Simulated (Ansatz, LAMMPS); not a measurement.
# N in place of C at several sites of amorphous carbon (106 atoms), part 2 of 3

Aim: make N in place of C at several sites of amorphous carbon (106 atoms), relax each, and compare their energies.

Ansatz 0.2.0; Kohn-Sham DFT, RPBE, PAW (set soft_2), plane waves.

The cell: 106 C. The quench rate of 500 K/ps is orders of magnitude faster than experiment. The starting topology of bonds comes from the classical model. Sampling is at Γ alone, for a cell whose shortest periodic width is 11 Å.

So far. Step 2 (Single point at the start): The r.m.s. force at the start is 1.2 eV/Å. Step 3 (Relaxation): The relaxation converged after 34 steps, 19.8 eV below its start, with a largest force component of 0.039 eV/Å.

## (4) Single point at the relaxed geometry

One more single point at the end of the walk gives the fuller output and checks the residual forces.

input.yaml reads:

```yaml
crystal:
  lattice:
    - [10.737, 0.0, 0.0]
    - [0.0, 10.737, 0.0]
    - [0.0, 0.0, 10.737]
  atoms:
    - { symbol: C, position: [0.67943, 0.95233, 0.70371] }
    - { symbol: C, position: [0.98112, 0.33529, 0.38883] }
    - { symbol: C, position: [0.72743, 0.09646, 0.51848] }
    - { symbol: C, position: [0.54132, 0.81995, 0.00333] }
    - { symbol: C, position: [0.005, 0.95208, 0.30839] }
    - { symbol: C, position: [0.25948, 0.48207, 0.12067] }
    [... 94 atom lines left out ...]
    - { symbol: C, position: [0.05956, 0.3308, 0.13874] }
    - { symbol: C, position: [0.09093, 0.14924, 0.2918] }
    - { symbol: C, position: [0.00661, 0.30628, 0.02533] }
    - { symbol: C, position: [0.35689, 0.55232, 0.10894] }
    - { symbol: C, position: [0.90956, 0.7219, 0.28667] }
    - { symbol: C, position: [0.38907, 0.13568, 0.90673] }
kpoints:
  mp_grid: { grid: [1, 1, 1] }
hamiltonian:
  xc: rpbe
scf:
  occupations: { method: fermi_dirac, width: 0.05 }
output:
  forces: true
  stress: true
  populations: true
  dos:
    method: { smearing: { sigma: 0.15 } }
    de: 0.1
    projected: { site_lists: { C: [C] } }
  eigenvalues: true
  write_density: true
  write_potential: true
  volumetric_format: npy
```

On the command line:

```console
ansatz run input.yaml --threads 4 --pin off --max-ram 8192MiB --backend cpu --events-out ev --progress --plain --runs-dir out
```

Numbers of over 12 decimals in the logs are rounded to 6 here.

What it wrote:

```text
[...]
Crystal: 106 atoms, lattice volume = 1237.795 Å³
Basis set: ecut = 420 eV, 24111 PW (Γ), exchange–correlation on 144×144×144 points (8 copies of the dense FFT grid, shifted against one another)
Bands: 318, of which v1, the nominal top of the filled ones, is band 212 counted from 1 (211 counted from 0)
Symmetry: 1 space group operations
[...]
k-points: 1
[...]
SCF iter   1: F=—  HF=-26643.812340 eV  |F-HF|=—  |Δ(HF+E_count)|=         —  Δρ=1.61e-2  dr2=8.57e0  ethr=1.77e-3  ⟨swp⟩=6.0  Hψ=1406  notcnv=0  defer=69
[...]
SCF iter  13: F=-26642.673333 eV  HF=-26642.673333 eV  |F-HF|=2.56e-8  |Δ(HF+E_count)|=   2.56e-9  Δρ=1.66e-6  dr2=4.83e-8  ethr=2.36e-11  ⟨swp⟩=29.0  Hψ=2963  notcnv=0
SCF 1 converged in 13 iterations: F = -26642.673333 eV  dr2 = 4.83e-8
[...]
WARN: The input density's exchange-correlation potential varies sharply where the density is thin. Do not read a vacuum level from v_tot or v_xc, or from such a field of the output density. On a cell that repeats whose density bears no net charge and no dipole along the vacuum's axis use v_es (v_loc + v_h of the components); [...]
SCF converged after 13 iterations
Free energy (F): -26642.673333 eV
[...]
Internal energy: -26642.507234 eV  (E = F + TS)
E sigma→0 (E₀):  -26642.590283 eV
Entropy (-TS):   -0.166099 eV (-1.567 meV/atom)
Fermi energy:    4.230645 eV
[...]
--- Forces (eV/Å), atoms counted from 1 ---
  atom   1  C      0.00239774    -0.00400718    -0.00046064
  atom   2  C     -0.01630660    -0.00535302     0.00409680
  atom   3  C      0.00985094    -0.00239150     0.01497221
  atom   4  C     -0.01052924    -0.01472126    -0.00173014
  atom   5  C     -0.00613506    -0.00287070    -0.00298452
  atom   6  C     -0.00341490     0.00252580    -0.00985454
  atom   7  C      0.00047998     0.00017113     0.00212892
  atom   8  C      0.00524885     0.00352346    -0.00211624
  atom   9  C     -0.00240070    -0.00148643    -0.00694648
  atom  10  C      0.00491297    -0.00012994     0.00441420
  atom  11  C      0.00560578     0.00044903     0.00140566
  atom  12  C     -0.01025676    -0.02822237    -0.00077962
  atom  13  C      0.00211567    -0.00125119     0.01024193
  atom  14  C     -0.00447148     0.00048716     0.00333954
[...]
atom 105  C      0.00246188     0.00615877     0.00499160
  atom 106  C      0.00152288    -0.00564764    -0.00088037
  max |Σ_I F_I| component: 1.49e-4 eV/Å
--- Stress (GPa, compression-positive) ---
      -12.232147      -0.267493      -2.076241
       -0.267494      -4.101112      -1.099594
       -2.076240      -1.099593      -8.557426
  P = ⅓ Tr σ = -8.2969 GPa (-82.969 kbar)
--- Band table (eV) ---
[...]
--- Löwdin populations: 106 sites ---
  site symbol       q [e]
     0      C      3.9751
     1      C      3.9358
     2      C      3.9549
[...]
105      C      4.0962
  spilling = 0.010071 (of n_electrons = 424.000000)
```

The job ended after 16 s (4 threads of Arm Neoverse V2, shared host; peak memory 1.4 GiB; 59 s of CPU time).

The program notes that the exchange-correlation potential is rough where the density is thin.

The run gave:

| Quantity | Value |
| --- | --- |
| free energy | -26642.6733 eV |
| free energy per atom | -251.3460 eV/atom |
| SCF cycles | 13 |
| pressure | -8.297 GPa |
| r.m.s. force component | 0.00681 eV/Å |
| longest force | 0.04949 eV/Å |
| Fermi energy | 4.231 eV |
| levels partly filled by over 2 per cent | 3 |
| spilling of the projection | 0.01007 |

The mean of these charges, 0.040 e, is only the charge that the projection spills.

Löwdin charges by element and coordination (they lack the spilled electrons, 0.040 e an atom on average):

| element | coordination | atoms | mean charge (e) | spread | least | most |
| --- | --- | --- | --- | --- | --- | --- |
| C | all | 106 | 0.0403 | 0.0375 | -0.0962 | 0.174 |
| C | 2 | 15 | 0.0418 | 0.0508 | -0.0962 | 0.130 |
| C | 3 | 84 | 0.0386 | 0.0356 | -0.0377 | 0.174 |
| C | 4 | 7 | 0.0573 | 0.0151 | 0.0371 | 0.0795 |

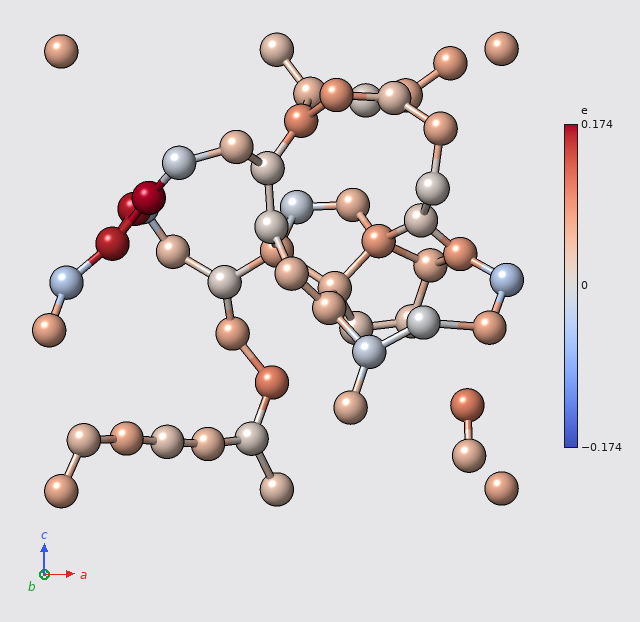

Atoms coloured by Löwdin charge. Drawn is a slice 4 Å thick, seen along the normal of the ac plane. Bonds to atoms that aren't drawn are left out.

Density of states as counts of states in windows of 1 eV (from the Fermi level), total and the larger projections:

| from (eV) | to (eV) | total | C p | C s |
| --- | --- | --- | --- | --- |
| -18 | -17 | 12.9 | 3.4 | 9.3 |
| -17 | -16 | 20.0 | 6.1 | 13.7 |
| -16 | -15 | 18.4 | 6.4 | 11.8 |
| -15 | -14 | 20.4 | 8.8 | 11.4 |
| -14 | -13 | 13.2 | 6.8 | 6.3 |
| -13 | -12 | 17.6 | 9.9 | 7.5 |
| -12 | -11 | 17.4 | 11.2 | 6.0 |
| -11 | -10 | 19.7 | 14.1 | 5.4 |
| -10 | -9 | 22.4 | 18.0 | 4.1 |
| -9 | -8 | 22.5 | 19.5 | 2.7 |
| -8 | -7 | 30.5 | 27.6 | 2.5 |
| -7 | -6 | 37.0 | 34.5 | 2.2 |
| -6 | -5 | 33.3 | 31.5 | 1.5 |
| -5 | -4 | 27.5 | 26.3 | 1.0 |
| -4 | -3 | 26.5 | 25.5 | 0.9 |
| -3 | -2 | 22.9 | 22.0 | 0.8 |
| -2 | -1 | 22.5 | 21.6 | 0.7 |
| -1 | 0 | 21.3 | 20.0 | 1.1 |
| 0 | 1 | 20.7 | 19.5 | 1.0 |
| 1 | 2 | 20.9 | 19.4 | 1.1 |
| 2 | 3 | 18.3 | 16.6 | 1.1 |
| 3 | 4 | 20.1 | 17.5 | 1.6 |
| 4 | 5 | 22.0 | 16.7 | 2.4 |

Between -20 and -18 eV lie 18 more states.

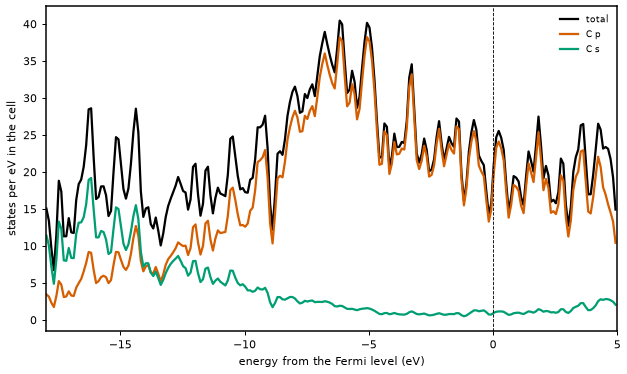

Total and projected density of states, with the broadening of the input.

The levels nearest the highest filled one (over half full), pooled over k-points and spins:

| level less the highest filled one (eV) | occupation |
| --- | --- |
| -0.592 | 2 |
| -0.462 | 2 |
| -0.383 | 2 |
| -0.304 | 2.00 |
| -0.184 | 1.97 |
| 0 | 1.32 |
| 0.084 | 0.532 |
| 0.163 | 0.14 |
| 0.250 | 0.026 |
| 0.299 | 0.01 |
| 0.408 | 0.001 |
| 0.481 | 0 |

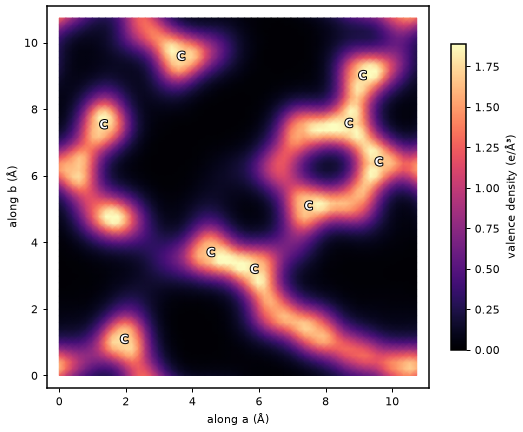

Valence density in the ab plane at fractional z = 0.499, with atoms of C within 0.2 Å of it. It is the smooth field of the valence electrons, not physical close to the nuclei. The map starts off the cell's origin, so that atoms lie inside it.

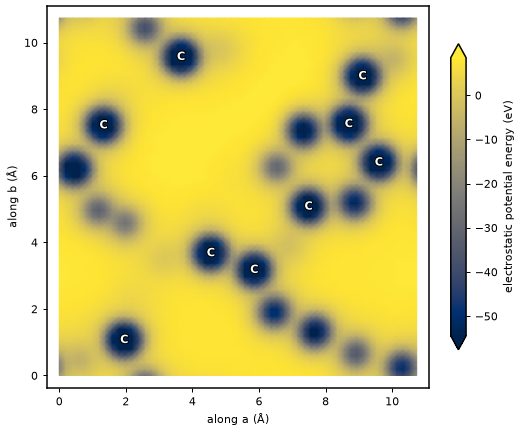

Electrostatic potential energy in the ab plane at fractional z = 0.499, with atoms of C within 0.2 Å of it. With pseudopotentials it is smooth inside the atoms' cores, unlike the true potential. The map starts off the cell's origin, so that atoms lie inside it.

Counting bands leaves a spacing of only 0.084 eV (at Γ alone), which the smearing bridges: 3 levels are partly filled by over 2 %, so a gap, if any, is small at this level. Löwdin charges run from -0.10 to +0.17 e, about a mean that is the spilled charge alone. Within 0.4 eV of the Fermi level the largest share is C p (95 % of the projected weight).

## (5) N on a site of C, site C78

The site has 2 bonded neighbours (C2) at 1.34 Å on average, by cutoffs that count no bonds between two metal atoms or like ions. The change is made in the relaxed cell and the atoms are relaxed again.

input.yaml reads:

```yaml
crystal:
  lattice:
    - [10.737, 0.0, 0.0]
    - [0.0, 10.737, 0.0]
    - [0.0, 0.0, 10.737]
  atoms:
    [... atom lines 1 to 74 left out ...]
    - { symbol: C, position: [0.40631, 0.33285, 0.80345] }
    - { symbol: C, position: [0.6144, 0.28283, 0.1051] }
    - { symbol: C, position: [0.78782, 0.89762, 0.34255] }
    - { symbol: "N", position: [0.41996, 0.85577, 0.20873] }
    - { symbol: C, position: [0.2752, 0.31892, 0.76937] }
    - { symbol: C, position: [0.46129, 0.62652, 0.11399] }
    - { symbol: C, position: [0.51574, 0.58001, 0.54541] }
    [... atom lines 82 to 106 left out ...]
kpoints:
  mp_grid: { grid: [1, 1, 1] }
hamiltonian:
  xc: rpbe
scf:
  occupations: { method: fermi_dirac, width: 0.05 }
output:
  forces: true
  eigenvalues: true
relax:
  f_tol: 0.05
  max_steps: 90
```

What it wrote:

```text
[...]
Crystal: 106 atoms, lattice volume = 1237.795 Å³
Basis set: ecut = 420 eV, 24111 PW (Γ), exchange–correlation on 144×144×144 points (8 copies of the dense FFT grid, shifted against one another)
Bands: 319, of which v1, the nominal top of the filled ones, is band 213 counted from 1 (212 counted from 0)
Symmetry: 1 space group operations
[...]
k-points: 1
[...]
SCF iter   1: F=—  HF=-26777.661201 eV  |F-HF|=—  |Δ(HF+E_count)|=         —  Δρ=1.60e-2  dr2=8.81e0  ethr=1.77e-3  ⟨swp⟩=5.0  Hψ=1277  notcnv=0  defer=84
[...]
SCF iter   8: F=—  HF=-26776.495282 eV  |F-HF|=—  |Δ(HF+E_count)|=   3.49e-5  Δρ=1.06e-4  dr2=1.87e-4  ethr=2.44e-7  ⟨swp⟩=2.0  Hψ=392  notcnv=0  defer=83
SCF iter   9: F=-26776.495242 eV  HF=-26776.495283 eV  |F-HF|=4.10e-5  |Δ(HF+E_count)|=   1.61e-7  Δρ=5.61e-5  dr2=5.75e-5  ethr=1.47e-8  ⟨swp⟩=25.0  Hψ=2384  notcnv=0
SCF 1 converged in 9 iterations: F = -26776.495242 eV  dr2 = 5.75e-5
[...]
relax step   1: F+E_penalty+E_count = -26776.49524158 eV  Δ(F+E_penalty+E_count) = +0.000e0 eV  max|allowed force component| = 2.140e0 eV/Å  Δτ_max = 0.0000 Å  (9 SCF iters, dr2 threshold 6.25e-5 eV, accepted)
[...]
relax step   2: F+E_penalty+E_count = -26776.68394682 eV  Δ(F+E_penalty+E_count) = -1.887e-1 eV  max|allowed force component| = 1.079e0 eV/Å  Δτ_max = 0.0505 Å  (7 SCF iters, dr2 threshold 1.00e-4 eV, accepted)
[...]
relax step   3: F+E_penalty+E_count = -26776.78007762 eV  Δ(F+E_penalty+E_count) = -9.613e-2 eV  max|allowed force component| = 8.115e-1 eV/Å  Δτ_max = 0.0481 Å  (8 SCF iters, dr2 threshold 7.28e-5 eV, accepted)
relax step   4: F+E_penalty+E_count = -26776.83256795 eV  Δ(F+E_penalty+E_count) = -5.249e-2 eV  max|allowed force component| = 7.273e-1 eV/Å  Δτ_max = 0.0521 Å  (6 SCF iters, dr2 threshold 1.00e-4 eV, accepted)
relax step   5: F+E_penalty+E_count = -26776.88910293 eV  Δ(F+E_penalty+E_count) = -5.653e-2 eV  max|allowed force component| = 6.363e-1 eV/Å  Δτ_max = 0.1294 Å  (6 SCF iters, dr2 threshold 1.00e-4 eV, accepted)
relax step   6: F+E_penalty+E_count = -26776.93179182 eV  Δ(F+E_penalty+E_count) = -4.269e-2 eV  max|allowed force component| = 4.078e-1 eV/Å  Δτ_max = 0.0266 Å  (6 SCF iters, dr2 threshold 1.00e-4 eV, accepted)
relax step   7: F+E_penalty+E_count = -26776.97106819 eV  Δ(F+E_penalty+E_count) = -3.928e-2 eV  max|allowed force component| = 3.889e-1 eV/Å  Δτ_max = 0.0424 Å  (6 SCF iters, dr2 threshold 6.83e-5 eV, accepted)
relax step   8: F+E_penalty+E_count = -26777.05308578 eV  Δ(F+E_penalty+E_count) = -8.202e-2 eV  max|allowed force component| = 5.540e-1 eV/Å  Δτ_max = 0.1095 Å  (6 SCF iters, dr2 threshold 6.21e-5 eV, accepted)
relax step   9: F+E_penalty+E_count = -26777.50510993 eV  Δ(F+E_penalty+E_count) = -4.520e-1 eV  max|allowed force component| = 2.273e0 eV/Å  Δτ_max = 0.1950 Å  (7 SCF iters, dr2 threshold 1.00e-4 eV, accepted)
relax step  10: F+E_penalty+E_count = -26778.17393062 eV  Δ(F+E_penalty+E_count) = -6.688e-1 eV  max|allowed force component| = 6.241e-1 eV/Å  Δτ_max = 0.1947 Å  (6 SCF iters, dr2 threshold 1.00e-4 eV, accepted)
relax step  11: F+E_penalty+E_count = -26778.15173729 eV  Δ(F+E_penalty+E_count) = +2.219e-2 eV  max|allowed force component| = 1.040e0 eV/Å  Δτ_max = 0.1271 Å  (7 SCF iters, dr2 threshold 2.94e-5 eV, rejected (line search))
relax step  12: F+E_penalty+E_count = -26778.26420227 eV  Δ(F+E_penalty+E_count) = -9.027e-2 eV  max|allowed force component| = 1.882e-1 eV/Å  Δτ_max = 0.0622 Å  (10 SCF iters, accepted)
relax step  13: F+E_penalty+E_count = -26778.26503666 eV  Δ(F+E_penalty+E_count) = -8.344e-4 eV  max|allowed force component| = 2.996e-1 eV/Å  Δτ_max = 0.0654 Å  (8 SCF iters, dr2 threshold 2.67e-6 eV, accepted)
relax step  14: F+E_penalty+E_count = -26778.28007004 eV  Δ(F+E_penalty+E_count) = -1.503e-2 eV  max|allowed force component| = 8.911e-2 eV/Å  Δτ_max = 0.0183 Å  (6 SCF iters, dr2 threshold 8.16e-6 eV, accepted)
relax step  15: F+E_penalty+E_count = -26778.28165518 eV  Δ(F+E_penalty+E_count) = -1.585e-3 eV  max|allowed force component| = 5.937e-2 eV/Å  Δτ_max = 0.0054 Å  (8 SCF iters, accepted)
[...]
relax step  16: F+E_penalty+E_count = -26778.28273672 eV  Δ(F+E_penalty+E_count) = -1.082e-3 eV  max|allowed force component| = 4.239e-2 eV/Å  Δτ_max = 0.0078 Å  (8 SCF iters, accepted)
SCF converged after 8 iterations
Free energy (F): -26778.282737 eV
[...]
Internal energy: -26778.166945 eV  (E = F + TS)
E sigma→0 (E₀):  -26778.224841 eV
Entropy (-TS):   -0.115792 eV (-1.092 meV/atom)
Fermi energy:    4.172207 eV
[...]
Σ components = -26778.282737   (vs F -26778.282737, Δ=0.00e0)
--- Forces (eV/Å), atoms counted from 1 ---
  atom   1  C     -0.00422436    -0.00186437     0.00064208
  atom   2  C     -0.02111507    -0.00305162     0.00384536
  atom   3  C     -0.00072922    -0.00258415    -0.00270932
  atom   4  C      0.00735792     0.01603495     0.00157240
[...]
atom 106  C      0.00024678     0.00233639     0.00074326
  max |Σ_I F_I| component: 7.55e-5 eV/Å
--- Band table (eV) ---
[...]
--- Relaxed structure (16 steps of the walk, 15 accepted, 0 SCFs on fresh bases) ---
  F+E_penalty+E_count = -26778.28273672 eV   max|allowed force component| = 4.239e-2 eV/Å
  atoms:
    - { symbol: C, position: [0.674693, 0.954198, 0.709579] }
    - { symbol: C, position: [0.979910, 0.336324, 0.390271] }
    - { symbol: C, position: [0.725799, 0.097438, 0.522052] }
    - { symbol: C, position: [0.540163, 0.802697, 0.011263] }
[...]
- { symbol: C, position: [0.389615, 0.137891, 0.903658] }
```

It took 2.6 min on 4 threads; peak memory 1.4 GiB; 9.9 min of CPU time.

The relaxation converged after 16 steps, 1.79 eV below its start, with a largest force component of 0.042 eV/Å.

The surroundings of the N atom, after relaxation, nearest first, numbered as they follow in the input and with coordinates relative to it.

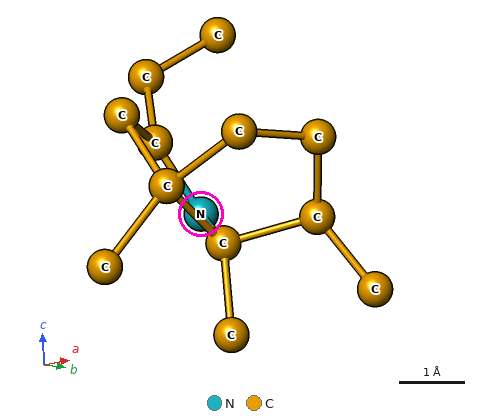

The atoms of the table, within 3.3 Å (arrows a, b, c point along x, y, z); some may hide others; the central atom is ringed.

| atom | x | y | z | distance (Å) | bonds |
| --- | --- | --- | --- | --- | --- |
| N78 | 0.00 | 0.00 | 0.00 | 0.00 | 2 |
| C18 | -0.33 | -0.66 | 1.09 | 1.32 | 3 |
| C46 | 1.06 | -0.80 | -0.67 | 1.48 | 4 |
| C13 | 2.31 | -0.02 | -0.33 | 2.33 | 3 |
| C39 | 1.09 | -2.18 | 0.09 | 2.44 | 4 |
| C32 | -0.94 | -0.06 | 2.25 | 2.44 | 3 |
| C86 | 0.15 | -2.04 | 1.33 | 2.44 | 3 |
| C4 | 1.34 | -1.04 | -2.15 | 2.74 | 3 |
| C71 | 2.89 | -0.65 | 0.78 | 3.07 | 3 |
| C21 | -0.38 | 1.04 | 2.94 | 3.15 | 3 |
| C72 | 2.44 | -2.02 | 0.79 | 3.26 | 3 |
| C53 | 2.91 | 0.59 | -1.48 | 3.32 | 3 |
| C80 | 0.53 | -3.07 | -1.19 | 3.33 | 3 |

The column of bonds counts only the pairs C-C within 1.85 Å, C-N within 1.79 Å; other neighbours, such as metal atoms beside each other in a compound, aren't counted, and periodic images can show an atom twice.

The largest move is 0.57 Å, by C46.

[end of part 2 of 3]

[Logs are printed without paths, hosts, clocks, repeated set-up lines and the standing remarks that a program may print on its own settings, such as how far it seeks lower states.]

[Hosts, paths, dates, database ids (printed as entryN), source tags and the programs' standing remarks are cut or masked in the printed files.]
